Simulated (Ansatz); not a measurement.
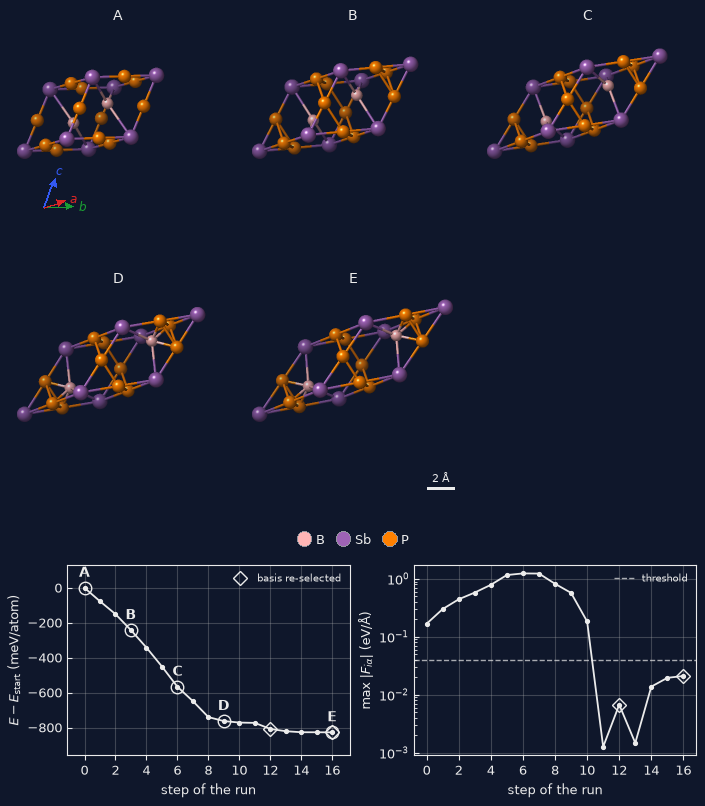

Frames of a relaxation of solid B$_{2}$SbP$_{3}$ (a generated structure, set up in R-3m) (coarse preliminary run), marked on the history of the run. The picture is a ball-and-stick view of the cell of the calculation, seen from a free direction.

Level of theory: DFT PBE, scalar-relativistic, plane waves, PAW (Ansatz 0.2.0).

Input
```yaml
crystal:
  lattice:
    - [2.72967046, 1.57597597, 3.85300438]
    - [-2.72967046, 1.57597597, 3.85300438]
    - [0.0, -3.15195195, 3.85300438]
  atoms:
    - { symbol: B, position: [0.62896872, 0.62896872, 0.62896872] }
    - { symbol: B, position: [0.37103128, 0.37103128, 0.37103128] }
    - { symbol: Sb, position: [0.0, 0.0, 0.0] }
    - { symbol: P, position: [0.0, 0.0, 0.5] }
    - { symbol: P, position: [0.5, 0.0, 0.0] }
    - { symbol: P, position: [0.0, 0.5, 0.0] }
basis:
  ecutwfc: 420
kpoints:
  mp_grid: { grid: [6, 6, 6] }
hamiltonian:
  xc: pbe
scf:
  occupations: { method: gaussian, width: 0.1 }
  lower_state_search: "off"
output:
  forces: true
  stress: true
  eigenvalues: true
relax:
  adjacent_minimum: "off"
  f_tol: 0.04
  max_steps: 70
  cell: { stress_tol: 0.4 }
```

Launched with:
```bash
ansatz run input.yaml --threads 1 --pin off --max-ram 2560MiB --backend cpu --events-out ev --progress --plain --runs-dir out
```

Question: What happens along the run?

Answer: Over 14 accepted moves (16 points after the start) the energy falls by 827 meV per atom. The largest force component goes from 0.17 to 0.021 eV/Å. The pressure goes from 7.47 to 0.04 GPa. At 2 points the geometry stayed and the basis and grid were re-selected for the new cell (energy shift of 34.8 meV per atom at most each time). The largest moves relative to the cell, 1.75 Å, are those of B1 and B2. B2 goes along [−1 −1 −1]. P and Sb stay in place. Cell: a = b = c 4.978 → 6.082 Å (+22.2 %), α 66.5° → 46.0°, β 66.5° → 46.0°, γ 66.5° → 46.0°. Volume +6.7 %. Among the contacts that change: B1–P4 2.840 → 2.091 Å, Sb3–P4 2.489 → 3.041 Å, P4–P5 2.730 → 2.376 Å, B1–Sb3 3.182 → 2.969 Å. Bond angles that change, for instance: P4–Sb3–P5 113.5° → 134.0°. The space group stays R-3m (No. 166). From step 0 to 3: B atoms move most (0.20 Å), volume +7.0 %, energy −242 meV per atom. From step 3 to 6: B atoms move most (0.63 Å), volume −8.3 %, energy −324 meV per atom. From step 6 to 9: B atoms move most (0.73 Å), volume +2.7 %, energy −196 meV per atom. From step 9 to 16: B atoms move most (0.02 Å), volume +5.9 %, energy −64.6 meV per atom.
